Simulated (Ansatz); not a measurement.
# Calculations on C$_{2}$H$_{6}$N

## 1. Relaxation

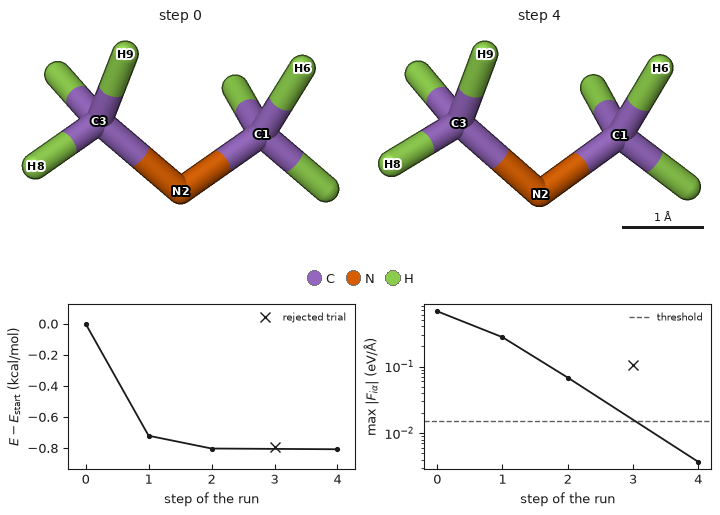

First and last geometry of a relaxation of C2H6N (charge −1), with the history of the run. Style: stick. Shown at a tilt.

The run prepares an end point of a later path (torsion) calculation, from a guessed geometry.

Theory: RKS r2SCAN-D4/def2-SVP in Ansatz. Set-up: no spin polarisation; force threshold 0.015 eV/Å; at most 40 steps.

> Read the history and describe the run.

It converged. Over 3 accepted moves (4 points after the start) the energy falls by 0.81 kcal/mol. The largest force component goes from 0.67 to 0.0037 eV/Å. The line search rejected the trial step at point 3 of the run. The largest moves after the best rigid fit, 0.046 Å, are those of H atoms. By element the largest moves are H 0.046 Å, N 0.035 Å, C 0.023 Å. Among the contacts that change: C–H 1.100 → 1.117 Å, C–H 1.148 → 1.158 Å. Bond angles that change, for instance: N–C–H 110.2° → 112.8°, H–C–H 102.6° → 100.5°. Cost: 17 s on 1 thread of Arm Neoverse V1, on a shared host, peak memory 0.12 GiB.

Limits of the set-up: the basis has no diffuse functions, which an anion needs.

## 2. Relaxation

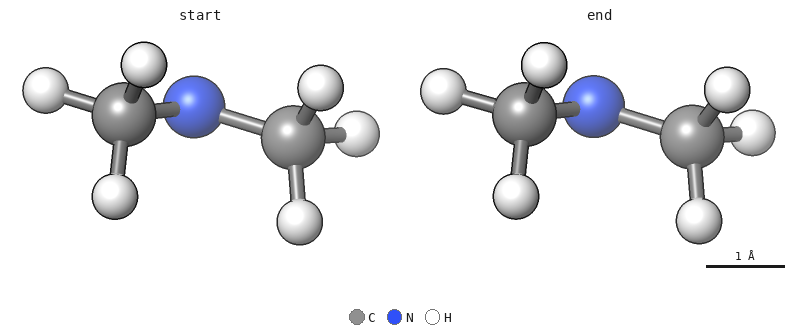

The structure of C₂H₆N (charge −1) before (left) and after (right) a relaxation, at one scale.

A ball-and-stick model, seen at a tilt.

The run prepares an end point of a later path (torsion) calculation, from a guessed geometry.

All numbers below come from RKS r2SCAN-D4/def2-SVP (Ansatz).

Input file:
```yaml
crystal:
  periodic: [false, false, false]
  atoms:
    - { symbol: C, position_ang: [-0.21785, 0.81952, -0.77316] }
    - { symbol: "N", position_ang: [0.46128, -0.39258, -0.64587] }
    - { symbol: C, position_ang: [0.30885, -0.89677, 0.64557] }
    - { symbol: H, position_ang: [-1.34809, 0.77248, -0.57753] }
    - { symbol: H, position_ang: [-0.09791, 1.2175, -1.79147] }
    - { symbol: H, position_ang: [0.1259, 1.6521, -0.05993] }
    - { symbol: H, position_ang: [0.83679, -1.8971, 0.84834] }
    - { symbol: H, position_ang: [0.70924, -0.18449, 1.38182] }
    - { symbol: H, position_ang: [-0.77343, -1.11461, 0.96345] }
total_charge: -1
basis:
  gaussian: { orbitals: def2-SVP }
hamiltonian:
  xc: r2scan
  dispersion: d4
relax:
  f_tol: 0.015
  max_steps: 40
```

Command:
```bash
ansatz run input.yaml --threads 1 --pin off --max-ram 2048MiB --backend cpu --events-out ev --progress --plain --runs-dir out
```

Question: Describe what moved and what it gained.

Answer: After 4 geometry steps the energy has fallen by 2.90 kcal/mol. Largest force component: 1.4 eV/Å at the start, 0.0022 eV/Å at the end. H8 moves most after the best rigid fit: 0.100 Å. Largest moves by element: H 0.100 Å, N 0.039 Å, C 0.033 Å. Among the contacts that change: C3–H8 1.100 → 1.158 Å, C3–H7 1.149 → 1.116 Å, C1–H5 1.100 → 1.116 Å, C1–H4 1.148 → 1.158 Å. Bond angles that change, for instance: N2–C3–H8 110.2° → 116.3°, H8–C3–H9 106.3° → 100.5°, N2–C3–H7 115.3° → 112.8°.

Limits of the set-up: the basis has no diffuse functions, which an anion needs.

## 3. Path

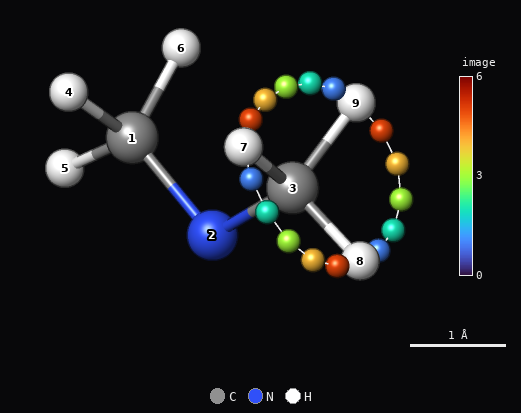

A search for the minimum-energy path of C₂H₆N (charge −1) by the nudged elastic band. Images are numbered from 0 (start) to 6 (end). The start is drawn whole; smaller spheres mark the moving atoms (H) in the later images, joined by lines and coloured by the number of the image. A ball-and-stick model, seen from a free direction.

Method: RKS r2SCAN-D4/def2-SVP (Ansatz). Run with 5 movable images; climbing image; force threshold 0.03 eV/Å; iteration limit 60; starting path through a guess of the saddle point.

> What moves, how far, and at what cost in energy?

The motion is a rotation about the N2–C3 bond by about 120°. No bond forms or breaks between the ends. Among the angles between lasting bonds that change up to the highest image: C1–N2–C3 108.4° → 112.2°, N2–C3–H8 112.8° → 116.1°. The barrier is about 0.263 eV in both directions, with image 3 at the top; the ends have the same energy. The band converged in 5 iterations, with a climbing image at the top. At the top, the vibrational analysis gives one imaginary mode (365i cm⁻¹), as a transition state must have.

Limits of the set-up: the basis has no diffuse functions, which an anion needs.

Cost: 86 s on 1 thread of Arm Neoverse V1, with other jobs on the host, peak memory 0.13 GiB.
